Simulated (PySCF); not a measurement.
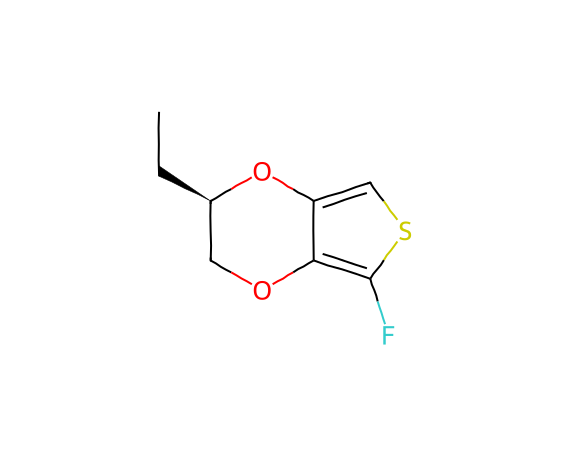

2D structure.

**Give its SMILES.**

CC[C@@H]1COc2c(csc2F)O1

**What is the molecular formula?**

C8H9FO2S.

**An optimisation with PBE0-D3(BJ)/def2-SVP gave a structure of which point group?**

C1.

The parts below concern this one geometry. Atoms keep their numbers from picture to picture. The geometry was computed by an optimisation with PBE0-D3(BJ)/def2-SVP. No frequency run is at hand to confirm it as a minimum.

## Geometry

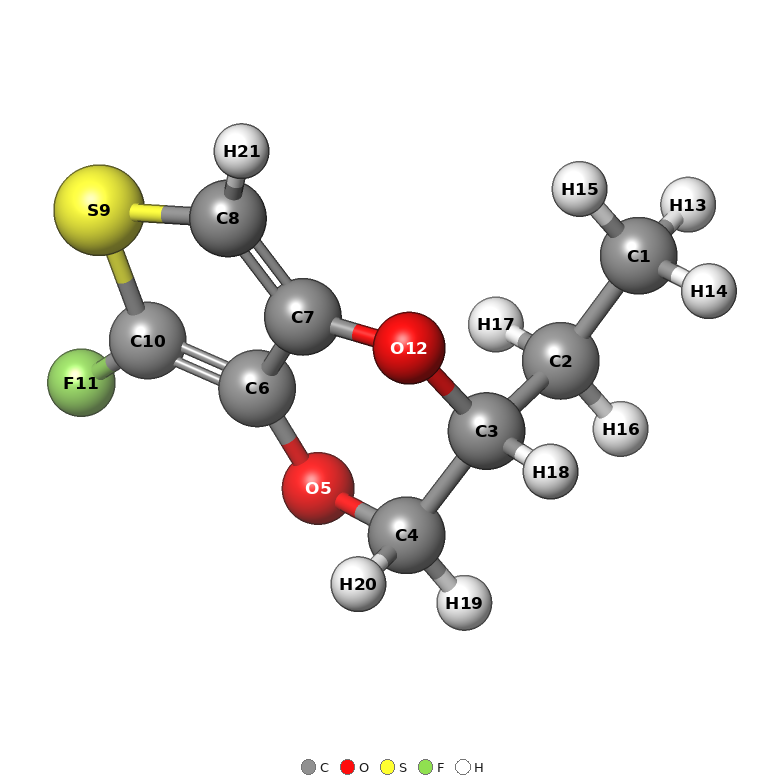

The atoms are numbered. No frequency run is at hand to confirm it as a minimum.

**What is the geometry at C2?**

C2 has 4 neighbours (C1 at 1.52, C3 at 1.52, H16 at 1.10, H17 at 1.10 Å); the arrangement is tetrahedral.

**Describe the coordination of atom 10.**

C10 has 3 neighbours (C6 at 1.37, S9 at 1.73, F11 at 1.32 Å); the arrangement is trigonal planar.

**Describe the coordination of atom 6.**

C6 has 3 neighbours (O5 at 1.35, C7 at 1.44, C10 at 1.37 Å); the arrangement is trigonal planar.

**How are the neighbours of atom 3 arranged?**

C3 has 4 neighbours (C2 at 1.52, C4 at 1.52, O12 at 1.43, H18 at 1.10 Å); the arrangement is tetrahedral.

**What is the dihedral angle C1–C2–C3–C4?**

179° in size, that is anti.

## Dipole moment

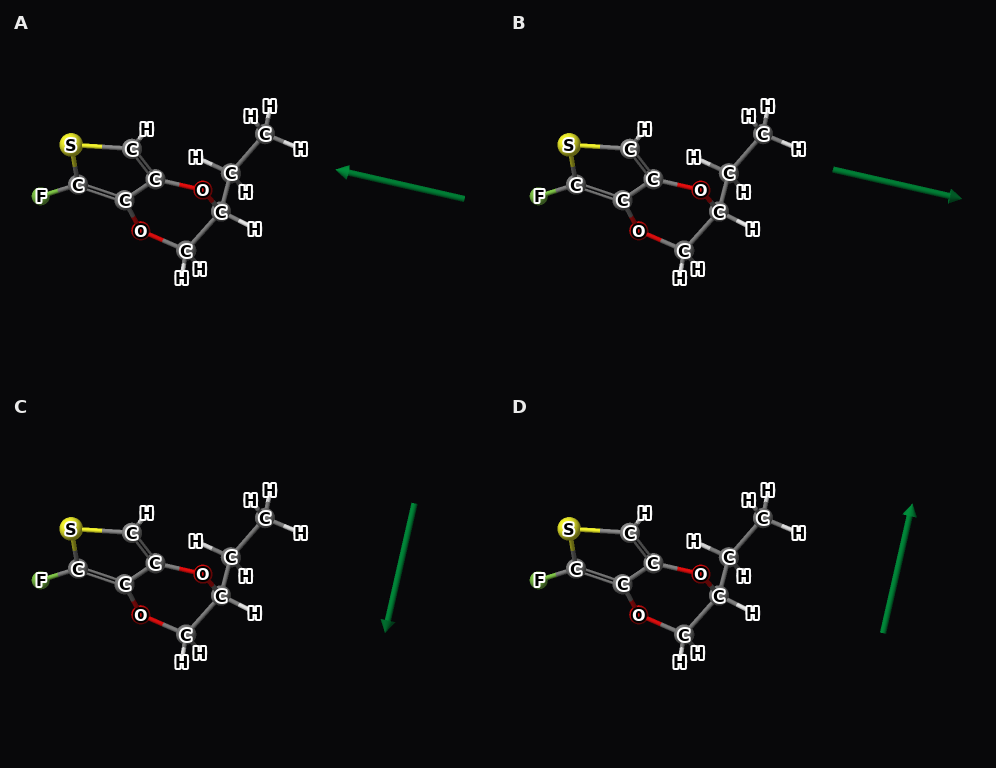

The same molecule four times, each with an arrow. No frequency run is at hand to confirm it as a minimum. Method: PBE0/pcSseg-1 in water (IEF-PCM) (PySCF 2.14.0).

**Which arrow points along the dipole moment, from the negative to the positive end?**

B. The dipole moment is 3.80 D.

## NMR shielding

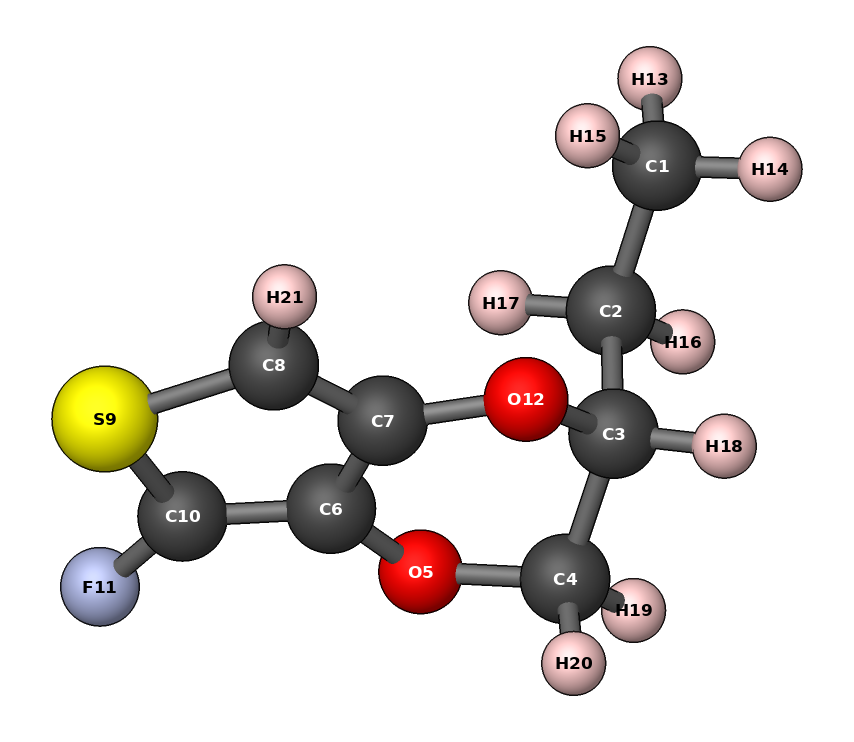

No frequency run is at hand to confirm it as a minimum. Method: GIAO PBE0/pcSseg-1 NMR shielding, non-relativistic, IEF-PCM acetone (PySCF 2.14.0). Principal shieldings σ11 ≤ σ22 ≤ σ33, span Ω = σ33 − σ11, skew κ = 3(σiso − σ22)/Ω.

Give the shielding tensors of the F atoms.

```csv
atom,σ11,σ22,σ33,σiso,Ω,κ
F11,287.9,297.8,438.4,341.3,150.5,0.87
```

Shieldings and span in ppm.

## Charges

The questions are on IAO charges. No frequency run is at hand to confirm it as a minimum. Method: PBE0/pcSseg-1 in acetone (IEF-PCM) (PySCF 2.14.0).

List the IAO charges.

```
atom  value (e)
  C1      −0.41
  C2      −0.26
  C3       0.07
  C4      −0.07
  O5      −0.35
  C6       0.08
  C7       0.14
  C8      −0.39
  S9       0.32
 C10       0.08
 F11      −0.24
 O12      −0.35
 H13       0.14
 H14       0.14
 H15       0.14
 H16       0.15
 H17       0.14
 H18       0.17
 H19       0.18
 H20       0.15
 H21       0.19
```
